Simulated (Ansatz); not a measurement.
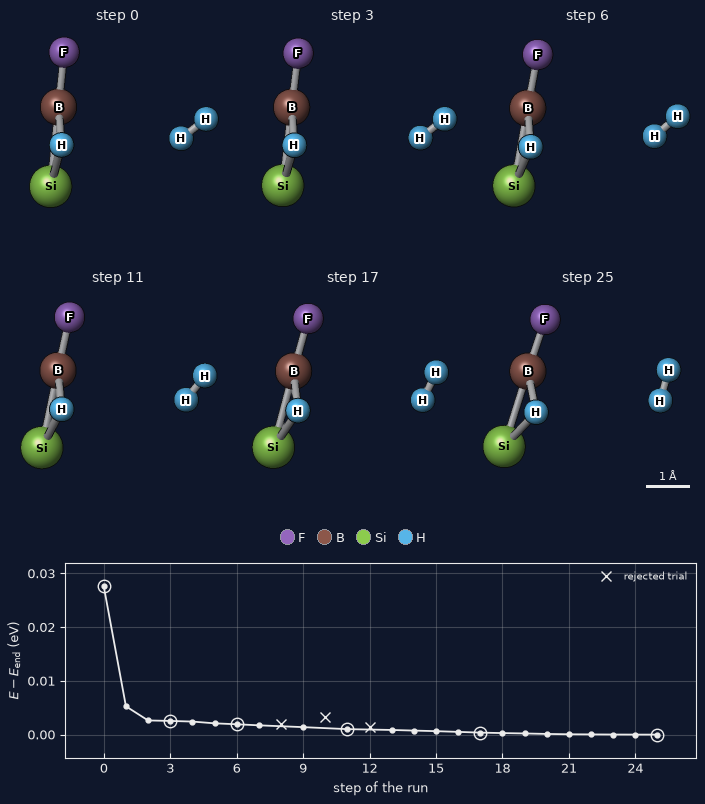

Frames of a relaxation of BSiH$_{3}$F (multiplicity 2), marked on the history of the run. A ball-and-stick model, seen face on.

It is one of the separated reactants of a reaction.

Theory: Ansatz, UKS PBE0-D4/def2-TZVP.

The input:
```yaml
crystal:
  periodic: [false, false, false]
  atoms:
    - {symbol: F, position_ang: [-0.007678, -2.090027, 1.480983]}
    - {symbol: B, position_ang: [0.524707, -1.109342, 0.800006]}
    - {symbol: Si, position_ang: [1.254427, 0.360985, -0.126616]}
    - {symbol: H, position_ang: [-2.597304, -0.633856, -0.694186]}
    - {symbol: H, position_ang: [-1.880769, -0.363376, -0.778520]}
    - {symbol: H, position_ang: [0.224686, 0.260821, 1.234209]}
basis:
  gaussian: {orbitals: def2-TZVP}
magnetization: {spin_polarized: true, initial_magnetization: 1}
hamiltonian: {xc: pbe0, dispersion: d4}
relax: {f_tol: 0.005, max_steps: 200}
```

Launched with:
```bash
ansatz run in.yaml --threads 2 --pin off --events-out ev --progress --plain --max-ram 4352MiB
```

**What happens along the run?**

The energy falls by 0.028 eV in 22 accepted moves (25 points after the start). Largest force component: 0.71 eV/Å at the start, 0.0031 eV/Å at the end. The line search rejected the trial steps at points 8, 10, 12 of the run. The atom that moves furthest after the best rigid fit is Si3 (0.39 Å). By element the largest moves are Si 0.39 Å, H 0.31 Å, F 0.29 Å, B 0.06 Å. Near-neighbour distances that change, for instance: Si3–H6 1.709 → 1.678 Å, B2–Si3 1.885 → 1.858 Å, H4–H5 0.771 → 0.747 Å, F1–B2 1.307 → 1.293 Å. From step 0 to 3: H5 moves most (0.10 Å), energy −0.025 eV. From step 3 to 6: F1 moves most (0.11 Å), energy −0.001 eV. From step 6 to 11: H4 moves most (0.09 Å), energy −0.001 eV. From step 11 to 17: H4 moves most (0.11 Å), energy −0.001 eV. From step 17 to 25: Si3 moves most (0.10 Å), energy 0.000 eV.

| step | E − E(0), eV | largest force component, eV/Å | note |
| --- | --- | --- | --- |
| 0 | 0.0000 | 0.7060 |  |
| 1 | -0.0223 | 0.2118 |  |
| 2 | -0.0249 | 0.0175 |  |
| 3 | -0.0250 | 0.0159 |  |
| 4 | -0.0251 | 0.0205 |  |
| 5 | -0.0255 | 0.0180 |  |
| 6 | -0.0256 | 0.0339 |  |
| 7 | -0.0258 | 0.0316 |  |
| 8 | -0.0257 | 0.1942 | rejected |
| 9 | -0.0262 | 0.0515 |  |
| 10 | -0.0243 | 0.3209 | rejected |
| 11 | -0.0266 | 0.0067 |  |
| 12 | -0.0261 | 0.1646 | rejected |
| 13 | -0.0267 | 0.0323 |  |
| 14 | -0.0268 | 0.0527 |  |
| 15 | -0.0269 | 0.0567 |  |
| 16 | -0.0271 | 0.0449 |  |
| 17 | -0.0272 | 0.0388 |  |
| 18 | -0.0273 | 0.0414 |  |
| 19 | -0.0274 | 0.0284 |  |
| 20 | -0.0274 | 0.0155 |  |
| 21 | -0.0275 | 0.0280 |  |
| 22 | -0.0275 | 0.0178 |  |
| 23 | -0.0276 | 0.0055 |  |
| 24 | -0.0276 | 0.0060 |  |
| 25 | -0.0276 | 0.0031 |  |

Limits of the set-up: the start holds two separate molecules, 3.0 Å apart at their closest, whose relative position is a soft coordinate.
